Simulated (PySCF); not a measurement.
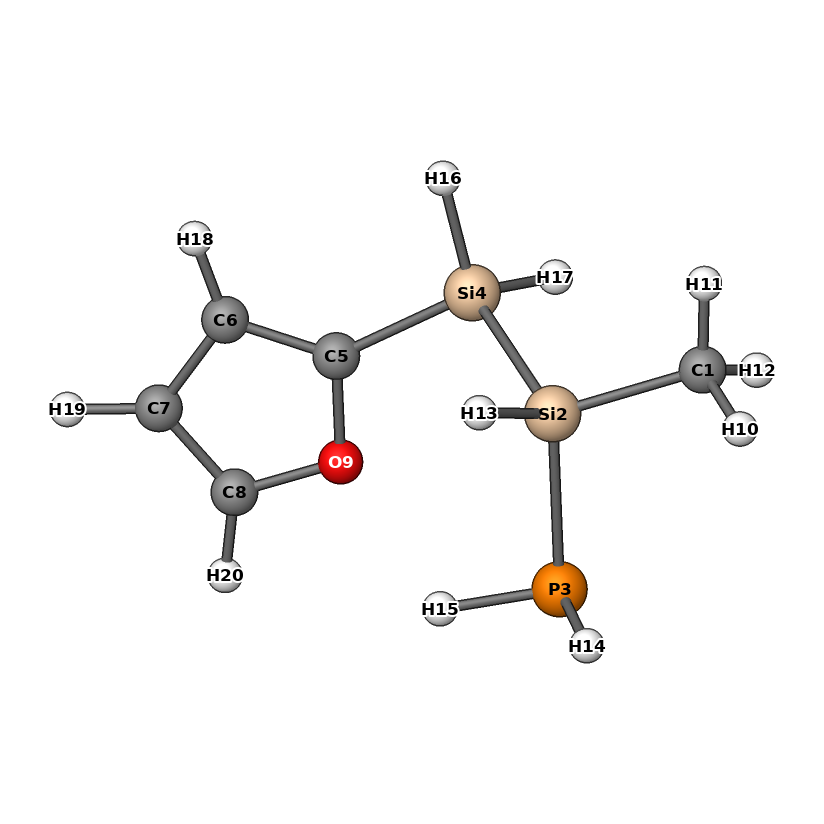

The questions are on isotropic NMR shieldings of the H atoms. The geometry was computed by an optimisation with PBE0-D3(BJ)/def2-SVP. No frequency run is at hand to confirm it as a minimum. Level of theory: GIAO PBE0/pcSseg-1 NMR shielding, non-relativistic, IEF-PCM chloroform (PySCF 2.14.0).

List the isotropic NMR shieldings of the H atoms.

| atom | σ (ppm) |
| --- | --- |
| H10 | 30.68 |
| H11 | 30.75 |
| H12 | 30.91 |
| H13 | 26.74 |
| H14 | 29.28 |
| H15 | 29.45 |
| H16 | 26.79 |
| H17 | 26.79 |
| H18 | 24.10 |
| H19 | 24.54 |
| H20 | 23.38 |
